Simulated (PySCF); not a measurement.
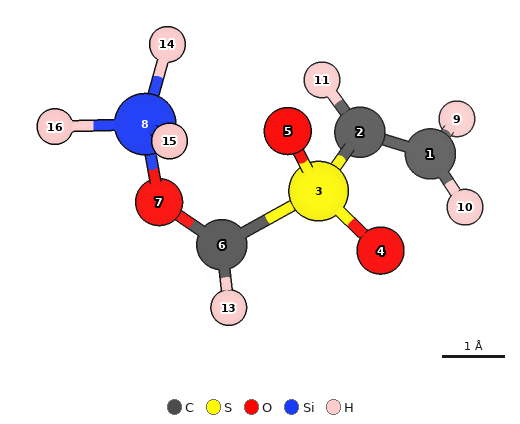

Fig. 1: The structure as given in the input (ball-and-stick view, seen at a tilt; atoms are numbered from 1 in the order of the input).

**Run report: C$_{3}$H$_{8}$O$_{3}$SSi, NMR shielding calculation**

System: C$_{3}$H$_{8}$O$_{3}$SSi.
Method: GIAO KT3/cc-pVDZ NMR shielding, non-relativistic, gas phase (PySCF 2.14.0).

The geometry comes from this level: GFN1-xTB. Figures and captions count atoms from 1; the log counts them from 0 in places.

**The input**
```
{"job": {"xc": "KT3", "basis": "cc-pVDZ", "kind": "nmr", "pop": false}, "charge": 0, "multiplicity": 1}
C     -2.922598     0.584783    -0.406702
C     -1.696539     0.706817     0.060057
S     -0.338161    -0.058059    -0.783026
O     -0.823119    -0.560616    -2.052105
O      0.757515     0.927930    -0.782685
C      0.397071    -1.436969     0.221669
O      1.551852    -0.963636     0.733461
Si     2.515077     0.387880     0.619650
H     -3.766438     1.045362     0.088858
H     -3.134743     0.029625    -1.310547
H     -1.398936     1.249227     0.945547
H     -0.344438    -1.700631     0.984026
H      0.535390    -2.254374    -0.493976
H      1.949322     1.562747     1.239700
H      3.160522     0.568419    -0.655336
H      3.550625    -0.079561     1.536733
```

The first line tells a small driver script what to run in PySCF; the rest is the geometry in Å.

Machine: 1 CPU thread, shared host.

Launch command:
```bash
OMP_NUM_THREADS=1 python <driver script> task.json out
```

**Log**
```
coarse grid: 14728 points
cycle   1  E = -1041.9280183439  dE =  1.784e+00  |g| = 1.423e+00  |ddm| = 7.956e+00
cycle   2  E = -1039.1398695541  dE =  2.788e+00  |g| = 3.854e+00  |ddm| = 6.778e+00
cycle   3  E = -1042.2783977700  dE = -3.139e+00  |g| = 4.131e-01  |ddm| = 5.247e+00
cycle   4  E = -1042.3121536670  dE = -3.376e-02  |g| = 2.576e-01  |ddm| = 1.173e+00
cycle   5  E = -1042.3259041800  dE = -1.375e-02  |g| = 1.167e-01  |ddm| = 4.641e-01
cycle   6  E = -1042.3287512248  dE = -2.847e-03  |g| = 2.792e-02  |ddm| = 1.729e-01
cycle   7  E = -1042.3288838304  dE = -1.326e-04  |g| = 1.414e-02  |ddm| = 5.055e-02
cycle   8  E = -1042.3289244634  dE = -4.063e-05  |g| = 3.691e-03  |ddm| = 2.074e-02
cycle   9  E = -1042.3289274889  dE = -3.025e-06  |g| = 1.340e-03  |ddm| = 7.378e-03
final grid: 133896 points
cycle  10  E = -1042.3968448859  dE = -7.132e-05  |g| = 1.839e-02  |ddm| = 1.108e-01
cycle  11  E = -1042.3966035720  dE =  2.413e-04  |g| = 3.928e-02  |ddm| = 7.266e-02
cycle  12  E = -1042.3969037302  dE = -3.002e-04  |g| = 4.727e-03  |ddm| = 5.234e-02
cycle  13  E = -1042.3969087705  dE = -5.040e-06  |g| = 1.181e-03  |ddm| = 8.251e-03
cycle  14  E = -1042.3969091093  dE = -3.388e-07  |g| = 2.973e-04  |ddm| = 2.005e-03
cycle  15  E = -1042.3969091288  dE = -1.952e-08  |g| = 1.493e-04  |ddm| = 6.021e-04
cycle  16  E = -1042.3969091331  dE = -4.276e-09  |g| = 3.982e-05  |ddm| = 2.210e-04
cycle  17  E = -1042.3969091334  dE = -3.522e-10  |g| = 1.103e-05  |ddm| = 7.274e-05
```

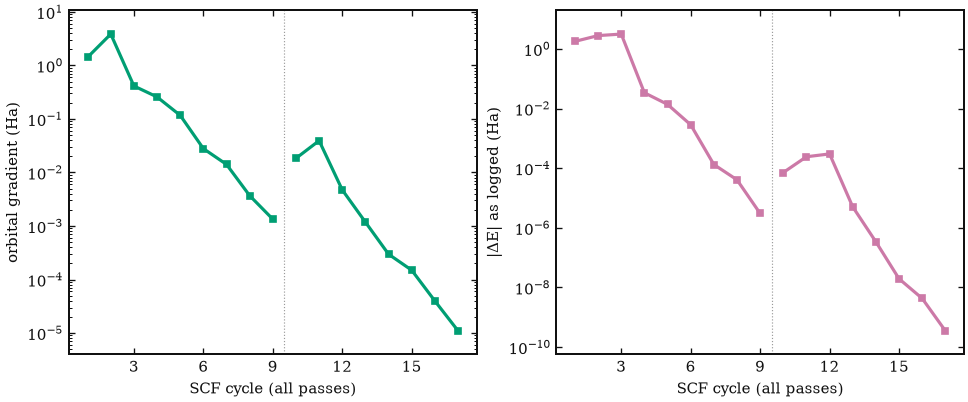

Fig. 2: Convergence of the self-consistent field: orbital gradient and size of the energy change against the SCF cycle. The dotted line marks the change from a coarse to the final integration grid. The first 9 cycles use a coarse grid, the final grid takes over at cycle 10, and the field converges after 17 cycles in all.

```
converged SCF energy = -1042.3969091334

GIAO shielding tensors (ppm)
atom      isotropic    diamagn.    paramagn.     s11        s22        s33       span
  0 C       77.728     252.055    -174.327    -20.075     67.465    185.794    205.870
  1 C       66.159     260.887    -194.727    -14.027     83.213    129.293    143.320
  2 S      279.472    1057.493    -778.021    126.492    304.167    407.758    281.266
  3 O      163.280     400.025    -236.745    103.131    161.930    224.779    121.648
  4 O      136.734     402.127    -265.392     70.942    113.673    225.588    154.646
  5 C      113.885     255.049    -141.164     88.045    110.658    142.952     54.907
  6 O      297.527     390.913     -93.386    217.288    286.990    388.303    171.015
  7 Si     468.117     880.475    -412.358    424.889    426.017    553.445    128.556
  8 H       25.742      27.951      -2.208     23.464     25.337     28.426      4.962
  9 H       25.410      31.961      -6.551     22.091     24.325     29.814      7.723
 10 H       25.578      34.698      -9.121     23.323     24.368     29.041      5.718
 11 H       26.990      32.849      -5.858     24.209     26.735     30.027      5.818
 12 H       27.213      31.024      -3.811     22.931     26.901     31.807      8.876
 13 H       26.890      31.766      -4.875     22.654     26.188     31.828      9.174
 14 H       26.624      30.493      -3.869     22.379     25.642     31.853      9.474
 15 H       27.130      29.392      -2.262     23.030     25.566     32.794      9.764
```

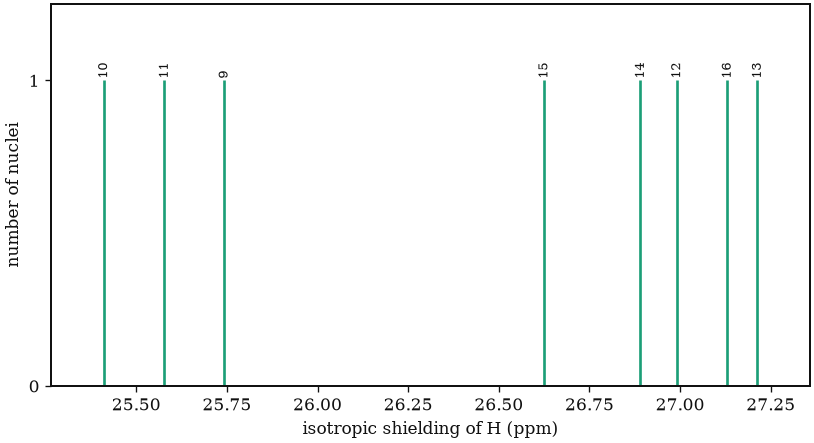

Fig. 3: Isotropic shieldings of the hydrogen nuclei in this fixed geometry, labelled by atom number; shielding grows to the right, so chemical shift grows to the left. The least shielded is H10 (25.4 ppm), the most shielded H13 (27.2 ppm).

**Results in brief**

```tsv
quantity	value
outcome	converged
total energy	−1042.396909 hartree
HOMO	−6.58 eV
LUMO	−2.36 eV
dipole moment	4.27 D
isotropic shielding, C	66.2 to 113.9 ppm
isotropic shielding, S	279.5 ppm
isotropic shielding, O	136.7 to 297.5 ppm
isotropic shielding, Si	468.1 ppm
isotropic shielding, H	25.4 to 27.2 ppm
wall time	56 s
peak memory	0.92 GiB
```
